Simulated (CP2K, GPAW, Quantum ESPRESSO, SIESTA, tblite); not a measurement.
# SIESTA runs on (11,0) carbon nanotube bundle (176 atoms)

How do the settings of SIESTA change the result for (11,0) carbon nanotube bundle (176 atoms)? A plane-wave run serves as the yardstick.

Calculated with SIESTA 5.4.2; the method is named at each step.

### 1. The starting structure

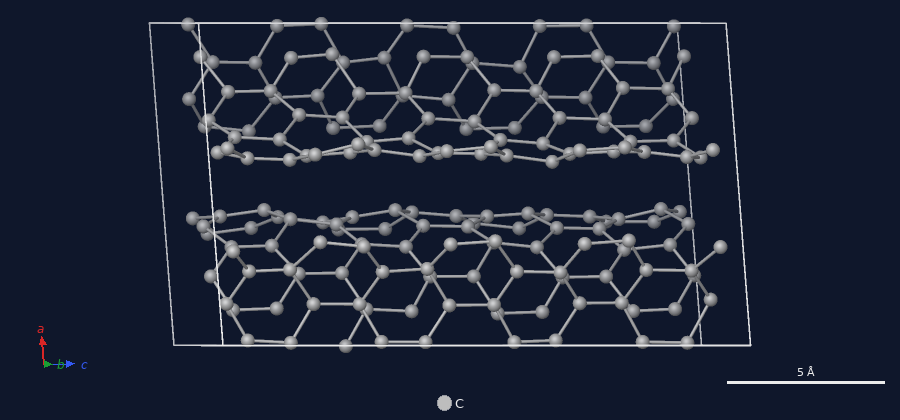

Start, viewed from the side, with the c axis across the page; carbon light grey. Some periodic images of atoms are drawn too.

The cell holds 176 atoms: 176 C. Cell: a = 11.913 Å, b = 11.913 Å, c = 17.043 Å, α = 90.0°, β = 90.0°, γ = 120.0°. It derives from C (graphene). Graphene sheet (a = 2.46 Å) rolled into a (11,0) tube of diameter 8.61 Å, 4 periods, hexagonal bundle with 3.3 Å between walls; then minimised and run for 3 ps at 600 K (NVT) with a classical potential, last frame taken. Then every atom was moved at random, 0.03 Å r.m.s. a Cartesian component. The structure's axis is c.

The yardstick, on the same geometry:

```
method                                           : Kohn-Sham DFT, PBE, SSSP efficiency 1.3.0 pseudopotentials, plane waves (Quantum ESPRESSO 7.5); sssp-pbe-1.3.0-efficiency, cutoffs 45/360 Ry, Γ point
r.m.s. force component                           : 2.24 eV/Å
longest force                                    : 10.73 eV/Å
pressure                                         : 6.368 GPa
gap (highest filled to lowest empty level) : 0.5747 eV
time                                             : 7.2 min on 4 MPI ranks of Arm Neoverse V1, shared host
CPU time                                         : 29 min
```

### 2. PBE, DZP, shift 0.01 Ry, mesh 300 Ry

Method: Kohn-Sham DFT, PBE, PseudoDojo 0.4.1 norm-conserving pseudopotentials (converted to PSML), numerical atomic orbitals (DZP), diagonalisation.

The .psml files are PseudoDojo norm-conserving potentials that we converted to this format, checked against plane waves on the same files for H, C, O, Si, Ge and Ca alone.

File input.fdf:

```
SystemLabel cell
NumberOfAtoms 176
NumberOfSpecies 1
%block ChemicalSpeciesLabel
  1 6 C
%endblock ChemicalSpeciesLabel
LatticeConstant 1.0 Ang
%block LatticeVectors
  11.91347 0.00000 0.00000
  -5.95673 10.31736 0.00000
  0.00000 0.00000 17.04338
%endblock LatticeVectors
PAO.BasisSize DZP
PAO.EnergyShift 0.01 Ry
XC.Functional GGA
XC.Authors PBE
MeshCutoff 300 Ry
%block kgrid_Monkhorst_Pack
  1 0 0 0.0
  0 1 0 0.0
  0 0 1 0.0
%endblock kgrid_Monkhorst_Pack
SolutionMethod diagon
OccupationFunction FD
ElectronicTemperature 580 K
SCF.Mixer.Method Pulay
SCF.Mixer.Weight 0.05
SCF.Mixer.History 8
SCF.Mix Hamiltonian
MaxSCFIterations 300
SCF.DM.Tolerance 1e-04
SCF.H.Tolerance 1.0e-3 eV
WriteForces T
Write.HirshfeldPop T
Write.VoronoiPop T
Write.DM F
Write.H F
XML.Write F
AtomicCoordinatesFormat Fractional
%block AtomicCoordinatesAndAtomicSpecies
  0.23007 0.79969 0.07890 1
  0.29193 0.91843 0.04057 1
  0.34586 0.03257 0.07671 1
  0.39396 0.15315 0.03979 1
  0.32042 0.92520 0.20634 1
  0.36423 0.04006 0.15966 1
  0.39999 0.26231 0.08151 1
  0.36921 0.34179 0.04135 1
  0.39776 0.15274 0.20153 1
  0.41975 0.27313 0.16510 1
  0.30503 0.39801 0.08612 1
  0.21417 0.40532 0.04253 1
  0.39141 0.35792 0.20579 1
  0.30914 0.39284 0.16333 1
  0.10951 0.39682 0.07999 1
  0.99560 0.35395 0.04045 1
  0.22229 0.42295 0.20750 1
  0.11479 0.40812 0.16223 1
  0.87863 0.27637 0.08856 1
  0.76385 0.19492 0.04626 1
  0.99121 0.34642 0.20941 1
  0.87675 0.26676 0.17023 1
  0.67887 0.07506 0.08287 1
  0.61180 0.95260 0.04126 1
  0.76819 0.18292 0.21114 1
  0.66423 0.06882 0.16637 1
  0.58093 0.83638 0.08846 1
  0.59864 0.74860 0.04112 1
  0.59216 0.94786 0.20715 1
  0.57613 0.83368 0.16888 1
  0.64624 0.68183 0.08186 1
  0.69856 0.61492 0.04130 1
  0.58843 0.74368 0.20968 1
  0.63887 0.67957 0.16717 1
  0.78682 0.58326 0.08490 1
  0.89494 0.59017 0.03677 1
  0.71548 0.63455 0.21156 1
  0.78971 0.58984 0.16517 1
  0.01541 0.62875 0.08218 1
  0.12948 0.69769 0.04079 1
  0.89233 0.60801 0.20702 1
  0.00832 0.63155 0.16330 1
  0.12843 0.70583 0.20491 1
  0.23547 0.80409 0.15616 1
  0.22844 0.81227 0.33082 1
  0.30705 0.92413 0.28815 1
  0.35942 0.03352 0.32531 1
  0.38139 0.15635 0.28554 1
  0.31378 0.92535 0.45311 1
  0.36091 0.03848 0.41367 1
  0.39775 0.26106 0.33232 1
  0.37535 0.35063 0.29307 1
  0.41264 0.15706 0.45559 1
  0.41950 0.26102 0.41465 1
  0.31392 0.40218 0.33303 1
  0.22445 0.42317 0.28965 1
[... 116 atom lines left out ...]
  0.89703 0.58592 0.95400 1
  0.00823 0.61981 0.91590 1
  0.14210 0.69468 0.95944 1
  0.23234 0.81546 0.91603 1
%endblock AtomicCoordinatesAndAtomicSpecies
```

Run with:

```
OMP_NUM_THREADS=1 mpirun -np 4 siesta < input.fdf > output.txt
```

Log:

```text
Version         : 5.4.2
reinit: System Name:
reinit: System Label: cell
initatom: Reading input for the pseudopotentials and atomic orbitals ----------
Species number:   1 Atomic number:    6 Label: C
Ground state valence configuration (from tables):   2s02  2p02  3d00  4f00
---- Processing specs for species: C
GGA--PBE XC_GGA_X_PBE--XC_GGA_C_PBE pb
C pseudopotential only contains V_ls up to l=1 -- lmxkb reset.
Using PAO.SplitTailNorm
%block ChemicalSpeciesLabel
    1    6 C                       # Species index, atomic number, species label
%endblock ChemicalSpeciesLabel
%block PAO.Basis                 # Define Basis set
C                     2                    # Species label, number of l-shells
 n=2   0   2                         # n, l, Nzeta
   4.484      3.048
   1.000      1.000
 n=2   1   2 P   1                   # n, l, Nzeta, Polarization, NzetaPol
   5.436      3.692
   1.000      1.000
%endblock PAO.Basis
coor:   Atomic-coordinates input format  =     Fractional
siesta: System type = bulk
initatomlists: Number of atoms, orbitals, and projectors:    176  2288  1408
siesta: ******************** Simulation parameters ****************************
Total number of electrons:   704.000000
Total ionic charge:   704.000000
 Kpoints in:            1 . Kpoints trimmed:            1
siesta: k-grid: Number of k-points = 1
siesta: k-points from Monkhorst-Pack grid
siesta: k-cutoff (effective) =     5.957 Ang
siesta: k-point supercell and displacements
siesta: k-grid:     1     0     0      0.000
siesta: k-grid:     0     1     0      0.000
siesta: k-grid:     0     0     1      0.000
                     ====================================
                        Single-point calculation
                     ====================================
outcell: Unit cell vectors (Ang):
       11.913470    0.000000    0.000000
       -5.956730   10.317360    0.000000
        0.000000    0.000000   17.043380
outcell: Cell vector modules (Ang)   :   11.913470   11.913461   17.043380
outcell: Cell angles (23,13,12) (deg):     90.0000     90.0000    120.0000
outcell: Cell volume (Ang**3)        :   2094.8966
Gamma-point calculation with multiply-connected orbital pairs
Gamma-point calculation with multiply-connected orbital pairs
Folding of H and S implicitly performed
Folding of H and S implicitly performed
new_DM -- step:     1
Initializing Density Matrix...
Attempting to read DM from file... Failed...
DM filled with atomic data:
InitMesh: MESH = 108 x 108 x 180 = 2099520
InitMesh: Mesh cutoff (required, used) =   300.000   302.839 Ry
stepf: Fermi-Dirac step function
        iscf     Eharris(eV)        E_KS(eV)     FreeEng(eV)     dDmax    Ef(eV) dHmax(eV)
   scf:    1   -28551.789394   -28735.340884   -28735.346693  1.895741 -5.533588  4.805190
   scf:    2   -28739.981531   -28737.698129   -28737.703907  0.008416 -5.456098  4.186387
   scf:    3   -28753.286212   -28747.625373   -28747.631464  0.076221 -4.813437  2.476339
   scf:    4   -28750.086004   -28749.027931   -28749.034139  0.027699 -4.562774  1.048803
   scf:    5   -28749.949227   -28749.579025   -28749.585003  0.015989 -4.404702  0.427336
   scf:    6   -28749.740326   -28749.674895   -28749.680794  0.005602 -4.436038  0.216787
   scf:    7   -28749.740694   -28749.716392   -28749.722254  0.001514 -4.432351  0.073722
   scf:    8   -28749.721167   -28749.719711   -28749.725585  0.001313 -4.442429  0.049157
   scf:    9   -28749.725178   -28749.722596   -28749.728477  0.000852 -4.435590  0.019548
   scf:   10   -28749.724707   -28749.723748   -28749.729635  0.000561 -4.441039  0.013283
   scf:   11   -28749.725119   -28749.724476   -28749.730367  0.000584 -4.441681  0.007941
   scf:   12   -28749.724599   -28749.724541   -28749.730432  0.000159 -4.443783  0.005094
   scf:   13   -28749.724605   -28749.724574   -28749.730466  0.000069 -4.444326  0.004141
   scf:   14   -28749.724644   -28749.724610   -28749.730504  0.000104 -4.444920  0.002859
   scf:   15   -28749.724643   -28749.724628   -28749.730522  0.000073 -4.445417  0.001570
   scf:   16   -28749.724638   -28749.724634   -28749.730528  0.000041 -4.445695  0.001077
   scf:   17   -28749.724636   -28749.724635   -28749.730529  0.000010 -4.445772  0.000793
SCF Convergence by DM+H criterion
max |DM_out - DM_in|         :     0.0000098578
max |H_out - H_in|      (eV) :     0.0007926000
SCF cycle converged after 17 iterations
Using DM_out to compute the final energy and forces
siesta: E_KS(eV) =           -28749.7246
siesta: E_KS - E_eggbox =    -28749.7246
siesta: Atomic forces (eV/Ang):
     1    0.595698    1.106440   -1.137078
     2    1.084460   -0.907331    1.109584
     3    1.215597    3.397663    4.558089
     4   -0.646872    1.277444    3.562781
     5   -1.384835   -2.021851   -4.417805
     6    0.155400   -1.468848    1.507672
     7    2.733251   -1.229764    1.772920
     8   -0.969758    2.397211    0.291322
     9   -1.245994    3.736857    1.970039
    10    0.059877   -2.430163   -1.570525
    11    4.057284   -1.111653   -4.337167
    12   -0.651650    1.419497   -3.253637
[...]
172   -0.486113    0.199668    2.064998
   173   -4.570968    0.113358    2.277040
   174    5.638213    2.127666   -2.464520
   175   -3.774953    0.061717   -3.316254
   176    0.625063   -2.381353    0.649647
----------------------------------------
   Tot    0.000206   -0.004769    0.001495
----------------------------------------
   Max    9.211096
   Res    2.476032    sqrt( Sum f_i^2 / 3N )
----------------------------------------
   Max    9.211096    constrained
Stress tensor Voigt[x,y,z,yz,xz,xy] (kbar):     -123.72     -109.82     -157.12       -0.14       -5.75       -2.21
(Free)E + p*V (eV/cell)   -28579.4628
Target enthalpy (eV/cell)   -28749.7305
siesta: Program's energy decomposition (eV):
siesta: Ebs     =     -9657.620272
siesta: Eions   =     49660.462379
siesta: Ena     =     13048.752640
siesta: Ekin    =     19839.024459
siesta: Enl     =     -1002.915331
siesta: DEna    =      -733.832377
siesta: DUscf   =        52.318708
siesta: Ex      =     -9392.793923
siesta: Ec      =      -899.816432
siesta: Exc     =    -10292.610354
siesta: Eharris =    -28749.724636
siesta: Etot    =    -28749.724635
siesta: FreeEng =    -28749.730529
siesta: Final energy (eV):
siesta:  Band Struct. =   -9657.620272
siesta:       Kinetic =   19839.024459
siesta:       Hartree =   19915.880276
siesta:         Exch. =   -9392.793923
siesta:         Corr. =    -899.816432
siesta:   Exch.-corr. =  -10292.610354
siesta:  Ion-electron =  -58059.802618
siesta:       Ion-ion =    -152.216398
siesta:         Total =  -28749.724635
siesta:         Fermi =      -4.445772
siesta: Stress tensor (static) (eV/Ang**3):
siesta:    -0.077221   -0.001377   -0.003592
siesta:    -0.001377   -0.068545   -0.000086
siesta:    -0.003592   -0.000086   -0.098066
siesta: Cell volume =       2094.896577 Ang**3
siesta: Pressure (static):
siesta:                Solid            Molecule  Units
siesta:           0.00088522          0.00201483  Ry/Bohr**3
siesta:           0.08127741          0.18499330  eV/Ang**3
siesta:         130.22075999        296.39194249  kBar
    Orbital volume contribution        =          66.827601 eV
    (Free)E + p_basis*V_orbitals       =      -28682.902929 eV
    (Free)Eharris+ p_basis*V_orbitals  =      -28682.902929 eV
Hirshfeld Atomic Populations:
Atom #   charge [q] valence [e]  Species
     1    -0.004806    4.004806  C
     2     0.000243    3.999757  C
     3     0.003456    3.996544  C
     4    -0.001346    4.001346  C
     5     0.006033    3.993967  C
     6    -0.003351    4.003351  C
     7     0.004350    3.995650  C
     8     0.002450    3.997550  C
     9    -0.001761    4.001761  C
    10    -0.004065    4.004065  C
    11    -0.004919    4.004919  C
    12     0.001784    3.998216  C
[...]
--------------------
 Total    -0.000049
Voronoi Atomic Populations:
Atom #   charge [q] valence [e]  Species
[...]
172    -0.008150    4.008150  C
   173    -0.025007    4.025007  C
   174     0.013170    3.986830  C
   175    -0.016628    4.016628  C
   176     0.015325    3.984675  C
--------------------
 Total    -0.000048
```

Elapsed: 2.1 min, on 4 MPI ranks of Arm Neoverse V1, shared host; peak memory 2.3 GiB; 8.3 min of CPU time.

Banners, paths, timers and routine set-up lines are dropped from the logs unmarked, and long logs keep their key lines alone; longer cuts are marked.

Against the reference:

| Property | Result |
| --- | --- |
| r.m.s. force component | 2.476 eV/Å |
| r.m.s. difference of force components | 319.2 meV/Å |
| longest difference of force vectors | 1407 meV/Å |
| force difference over r.m.s. force | 14.25 % |
| slope of forces against the reference's | 1.101 |
| correlation of force components | 0.9958 |
| gap (highest filled to lowest empty level) | 0.5757 eV |
| gap difference | 0.001 eV |
| pressure | 13.02 GPa |
| pressure difference | 6.654 GPa |

This run lies far from the reference in forces at the same functional.

Levels nearest the highest filled one (eV from it): -1.58, -1.54, -1.44, -1.39, -1.33, -1.22, -1.17, -0.97, -0.62, -0.31, -0.05, 0.00, 0.58, 0.66, 0.71, 0.80, 1.01, 1.13, 1.29, 1.42, 1.52, 1.69, 1.73, 1.76.

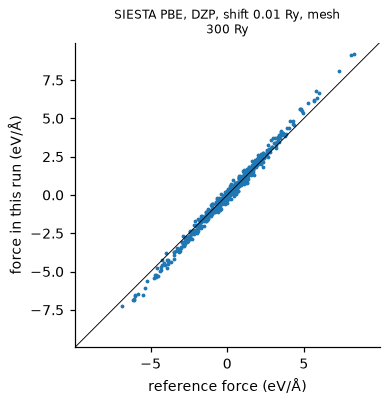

Force components against those of the reference; the line marks equality.

Local excerpt of 10 atoms (numbers count through the whole input) about C110, which bears the longest force; x, y, z are measured from there.

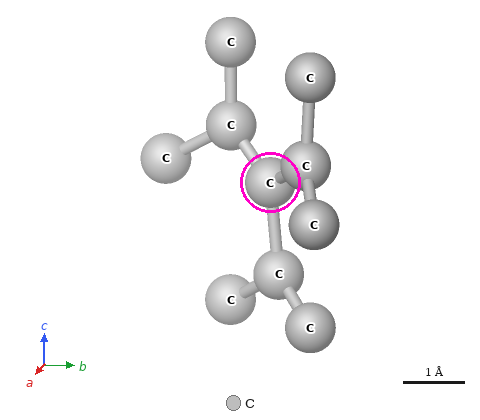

The atoms of the table, within 2.5 Å (arrows a, b, c point along x, y, z); some may hide others; the central atom is ringed.

| atom | x | y | z | distance (Å) | Hirshfeld charge (e) | Fx | Fy | Fz (eV/Å) |
| --- | --- | --- | --- | --- | --- | --- | --- | --- |
| C110 | 0.00 | 0.00 | 0.00 | 0.00 | 0.00 | 6.13 | 8.09 | -6.53 |
| C113 | -0.66 | -0.79 | 0.75 | 1.28 | -0.01 | -5.30 | -6.84 | 1.58 |
| C109 | 1.04 | 0.80 | 0.62 | 1.45 | 0.00 | -2.42 | -0.97 | 3.66 |
| C107 | 0.05 | 0.15 | -1.55 | 1.56 | 0.00 | -6.07 | -4.70 | 5.60 |
| C114 | -1.11 | -1.98 | -0.01 | 2.27 | 0.01 | -0.86 | 0.68 | -3.24 |
| C152 | -0.67 | -0.81 | 2.17 | 2.41 | 0.01 | -0.31 | 0.53 | -0.49 |
| C106 | 2.18 | 1.17 | -0.06 | 2.47 | 0.00 | -1.94 | 0.94 | -3.02 |
| C108 | -0.74 | -0.82 | -2.25 | 2.51 | 0.00 | 1.30 | -0.18 | -2.30 |
| C148 | 1.02 | 0.88 | 2.13 | 2.52 | 0.00 | 0.06 | 0.37 | -2.86 |
| C104 | 0.94 | 0.86 | -2.18 | 2.52 | 0.00 | 3.47 | 2.64 | -4.76 |

Forces lie 14 % from the reference's, at 0.29 times its CPU time.

(Continued in part 2 of 2.)

[Also dropped from logs without a mark: logging warnings of Python, and SIESTA's first energy breakdown and zero terms.]

[Logs are printed without paths, hosts, clocks, repeated set-up lines and the standing remarks that a program may print on its own settings, such as how far it seeks lower states.]

[Hosts, paths, dates, database ids (printed as entryN), source tags and the programs' standing remarks are cut or masked in the printed files.]
